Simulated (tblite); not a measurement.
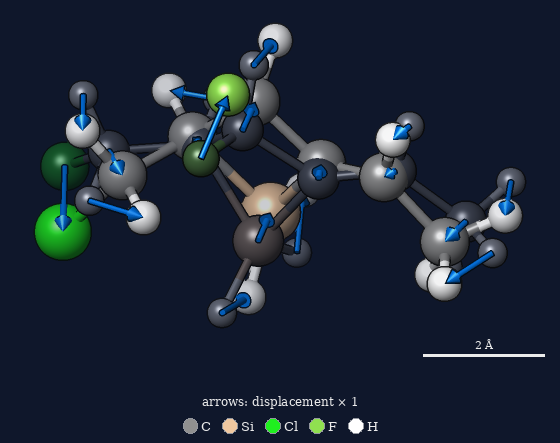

This is a relaxation of C₆H₁₀ClFSi. The starting structure is drawn faded, the final one solid; blue arrows show the displacements, at their true length. The two geometries are superimposed by the best rigid fit.

A ball-and-stick model, seen from a free direction.

These are results of GFN2-xTB geometry optimisation, gas phase in tblite, not measurements. 

Describe the change and its energy.

The energy falls by 9.43 kcal/mol in 134 geometry steps. The Cl atom moves most after the best rigid fit: 1.44 Å. Largest moves by element: Cl 1.44 Å, H 1.28 Å, F 1.19 Å, Si 0.80 Å, C 0.75 Å. Among the contacts that change: C–Si 1.878 → 1.930 Å, C–C 1.555 → 1.511 Å, C–C 1.588 → 1.545 Å, C–Si 1.851 → 1.890 Å. Among the angles between lasting bonds that change: C–C–C 91.9° → 99.0°, Si–C–H 111.5° → 117.9°, C–Si–H 112.6° → 117.6°. Groups turn about C–C by about 40°, C–C by about 40°, C–Si by about 40°.
